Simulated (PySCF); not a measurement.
The calculation's input:

```
{"job": {"kind": "nmr", "xc": "PBE0", "basis": "pcSseg-1"}, "charge": 0, "multiplicity": 1}
C     -2.978474     0.185905     0.655437
N     -1.643694    -0.006853     0.134206
C     -1.609074     0.069582    -1.308204
Si    -0.411549    -0.825876     1.006936
Cl    -0.552763    -0.222562     2.931498
C      1.239944    -0.245984     0.349570
C      2.032136    -0.592692    -0.671106
Cl     1.889654    -1.742151    -1.924570
C      3.132019     0.377890    -0.372371
C      2.239119     0.799085     0.820960
H     -3.366379     1.149757     0.316551
H     -3.661717    -0.599259     0.312165
H     -2.956319     0.180346     1.741322
H     -2.221906    -0.714842    -1.765670
H     -0.587375    -0.038493    -1.659396
H     -1.994479     1.038869    -1.633953
H     -0.476838    -2.293748     1.022363
H      3.295054     1.145042    -1.127444
H      4.086418    -0.070613    -0.102095
H      2.663413     0.601175     1.802541
H      1.873888     1.822366     0.780193
```

Command:

```sh
OMP_NUM_THREADS=1 python probes_run.py task.json out
```

Geometry: GFN2-xTB.

All numbers below come from PBE0/pcSseg-1, SCF density, gas phase, non-relativistic in PySCF.

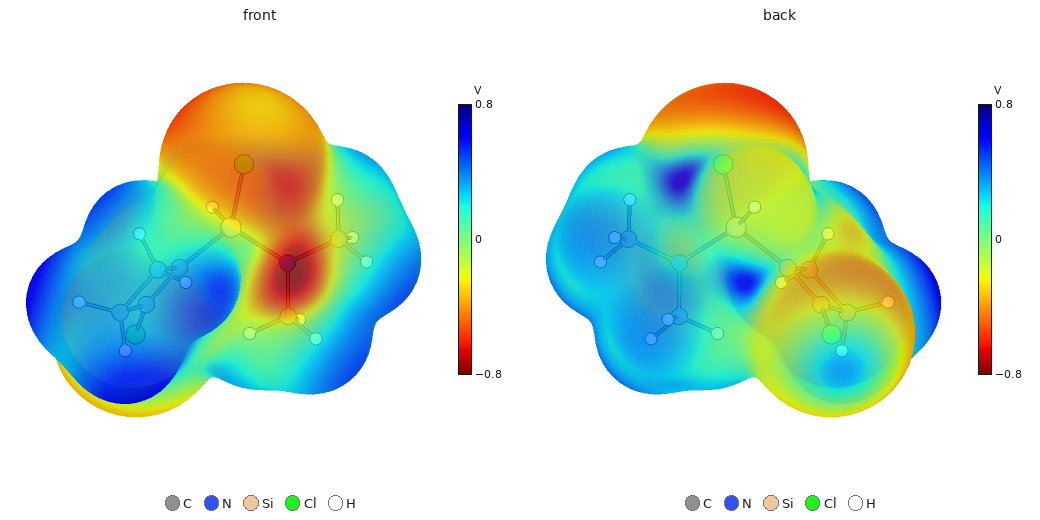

C$_{6}$H$_{11}$Cl$_{2}$NSi. The electrostatic potential painted on the density surface at 0.001 e/bohr³, seen from the front and from behind; red is negative and blue positive.

Q: Where is the surface potential most negative and most positive?

A: The most negative region (about −0.7 V) lies over N2, the most positive (about +0.6 V) over Si4, H18 and H19. Cl8 shows a σ-hole: about +0.3 V at the tip opposite its bond, against about −0.2 V on its flanks.

Q: What dipole moment does the calculation give?

A: Its dipole moment is 1.55 D.
